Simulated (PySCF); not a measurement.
**doublet [HNO2]+: levels of theory compared**

Wanted: a comparison of 6 runs (UHF/3-21G, U-wB97M-V/def2-TZVP, UB2PLYP/def2-TZVP, UCAM-B3LYP/def2-TZVP, UM06-2X/def2-TZVP, USCS-MP2/def2-TZVP) of doublet [HNO2]+. 

Program for the calculation: PySCF 2.14.0.

1 further run of the same task is left out (set aside as unsound or not needed).

### 1 The system as given

The species is [HNO2]+ (4 atoms), meant as a doublet with charge +1. As SMILES of the parent species, `O=NO`. The coordinates come from a PBE0-D4/def2-TZVP relaxation. That shape belongs to the parent species and isn't relaxed for this state.

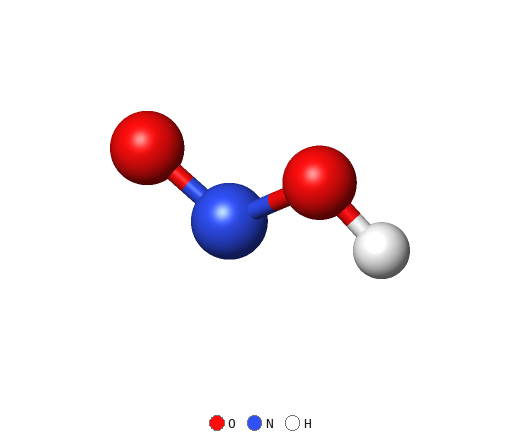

Viewed from a chosen angle; oxygen red, nitrogen blue, hydrogen white.

### 2 A single-point energy at UHF/3-21G (run 1)

Input file calc.py:

```python
from pyscf import gto

mol = gto.Mole()
mol.atom = '''
O      0.781685     0.089252     2.716028
N      0.604996    -0.792551     0.713126
O     -0.685309     0.821388    -0.930974
H     -0.701353    -0.118089    -2.498180
'''
mol.spin = 1
mol.verbose = 3
mol.basis = '3-21g'
mol.max_memory = 1860
mol.unit = 'bohr'
mol.charge = 1
mol.build()

myscf = mol.UHF()
myscf.conv_tol = 1e-10
myscf.kernel()
if not myscf.converged:
    myscf = myscf.newton().run(myscf.mo_coeff, myscf.mo_occ)

e_tot = myscf.e_tot
print('Final energy', e_tot)
```

Command:

```sh
$ OMP_NUM_THREADS=1 python calc.py
```

The log of the run:

```text
converged SCF energy = -203.08295966679  <S^2> = 0.90132447  2S+1 = 2.1459958
Final energy -203.08295966679043
```

Wall time 0.7 s (1 thread of Arm Neoverse V2, shared host); peak memory 0.12 GiB.

### 3 A single-point energy at U-wB97M-V/def2-TZVP (run 2)

Input file input.py:

```python
from pyscf import gto, dft

mol = gto.Mole()
mol.atom = '''
O        0.413650       0.047230       1.437260
N        0.320150      -0.419400       0.377370
O       -0.362650       0.434660      -0.492650
H       -0.371140      -0.062490      -1.321980
'''
mol.verbose = 3
mol.charge = 1
mol.spin = 1
mol.max_memory = 1860
mol.basis = 'def2-tzvp'
mol.build()

ks = dft.UKS(mol, xc='wb97m-v')
ks.grids.level = 5
ks.nlcgrids.level = 1
ks.conv_tol = 1e-10
ks.kernel()
if not ks.converged:
    ks = ks.newton().run(ks.mo_coeff, ks.mo_occ)

etot = ks.e_tot
print('E(%s) = %.9f' % ('WB97M-V', etot))
```

Command:

```sh
$ OMP_NUM_THREADS=1 python input.py
```

The log of the run:

```text
WARN: HOMO -0.281047512116466 >= LUMO -0.281047512116473

converged SCF energy = -205.330077724755  <S^2> = 0.75824302  2S+1 = 2.0082261
E(WB97M-V) = -205.330077725
```

Wall time 94 s (1 thread of Arm Neoverse V2, shared host); peak memory 0.55 GiB.

### 4 A single-point energy at UB2PLYP/def2-TZVP (run 3)

Input file calc.py:

```python
from pyscf import gto, dft, mp

mol = gto.Mole()
mol.atom = '''
O      0.781685     0.089252     2.716028
N      0.604996    -0.792551     0.713126
O     -0.685309     0.821388    -0.930974
H     -0.701353    -0.118089    -2.498180
'''
mol.verbose = 3
mol.basis = 'def2-tzvp'
mol.unit = 'bohr'
mol.charge = 1
mol.spin = 1
mol.max_memory = 1860
mol.build()

mf = dft.UKS(mol)
mf.xc = '0.53*HF + 0.47*B88, 0.73*LYP'
mf.conv_tol = 1e-10
mf.grids.level = 5
mf.kernel()
if not mf.converged:
    mf = mf.newton().run(mf.mo_coeff, mf.mo_occ)

pt = mp.MP2(mf, frozen=3).run()
etot = mf.e_tot + 0.27 * pt.e_corr
print('PT2 part  %.8f' % (0.27 * pt.e_corr))
print('Final energy', etot)
```

Command:

```sh
$ OMP_NUM_THREADS=1 python calc.py
```

The log of the run:

```text
converged SCF energy = -205.03436052773  <S^2> = 0.77451683  2S+1 = 2.0243684
E(UMP2) = -205.842773483485  E_corr = -0.808412955755677
E(SCS-UMP2) = -205.814874418395  E_corr = -0.780513890665791
PT2 part  -0.21827150
Final energy -205.2526320257836
```

Wall time 29 s (1 thread of Arm Neoverse V2, shared host); peak memory 0.5 GiB.

Runs 4 to 5 aren't shown in full; the table further down has their settings and results.

### 5 A single-point energy at USCS-MP2/def2-TZVP (run 6)

Input file calc.py:

```python
from pyscf import gto, mp

mol = gto.Mole()
mol.atom = 'O 0.413650 0.047230 1.437260; N 0.320150 -0.419400 0.377370; O -0.362650 0.434660 -0.492650; H -0.371140 -0.062490 -1.321980'
mol.charge = 1
mol.spin = 1
mol.max_memory = 1860
mol.basis = 'def2-tzvp'
mol.verbose = 3
mol.build()

hf = mol.UHF()
hf.conv_tol = 1e-10
hf.kernel()
if not hf.converged:
    hf = hf.newton().run(hf.mo_coeff, hf.mo_occ)

pt = mp.MP2(hf, frozen=3).run()
etot = hf.e_tot + 1.2 * pt.e_corr_os + pt.e_corr_ss / 3
print('E(%s) = %.9f' % ('SCS-MP2', etot))
```

Command:

```sh
$ OMP_NUM_THREADS=1 python calc.py
```

The log of the run:

```text
converged SCF energy = -204.354273931119  <S^2> = 0.85330829  2S+1 = 2.1007697
E(UMP2) = -204.97156479314  E_corr = -0.617290862020701
E(SCS-UMP2) = -204.95345631571  E_corr = -0.599182384591319
E(SCS-MP2) = -204.953456316
```

It took 4.8 s on 1 thread of Arm Neoverse V2, shared host; peak memory 0.25 GiB.

### 6 All runs side by side

```
run                 level  integration grid  nlc grid  energy (Eh)  HOMO energy (eV)  LUMO energy (eV)   ⟨S²⟩  wall time
  1             UHF/3-21G                 –         –  -203.082960            -23.71             -8.56  0.901      0.7 s
  2   U-wB97M-V/def2-TZVP                 5         1  -205.330078            -21.17            -11.83  0.758       94 s
  3     UB2PLYP/def2-TZVP                 5         –  -205.252632            -20.84            -12.18  0.775       29 s
  4  UCAM-B3LYP/def2-TZVP                 5         –  -205.310461            -20.48            -12.96  0.760       35 s
  5     UM06-2X/def2-TZVP                 5         –  -205.292056            -20.54            -13.06  0.761       63 s
  6    USCS-MP2/def2-TZVP                 –         –  -204.953456            -23.45             -8.13  0.853      4.8 s
```

### 7 Outcome

| quantity | value |
| --- | --- |
| run 6: total energy | -204.95346 Eh |
| run 6: HOMO energy (Hartree–Fock orbitals) (highest over α and β) | -23.45 eV |
| run 6: LUMO energy (Hartree–Fock orbitals) (lowest over α and β) | -8.13 eV |
| run 6: correlation energy (3 core orbitals frozen) | -599.2 mEh |
| run 6: ⟨S²⟩ of the reference determinant | 0.853 |

What this shows: Totals of different functionals can't be ranked against each other. Spin contamination of the reference: run 1 ⟨S²⟩ = 0.90, run 6 ⟨S²⟩ = 0.85. All runs together took 3.8 min, the longest 94 s.
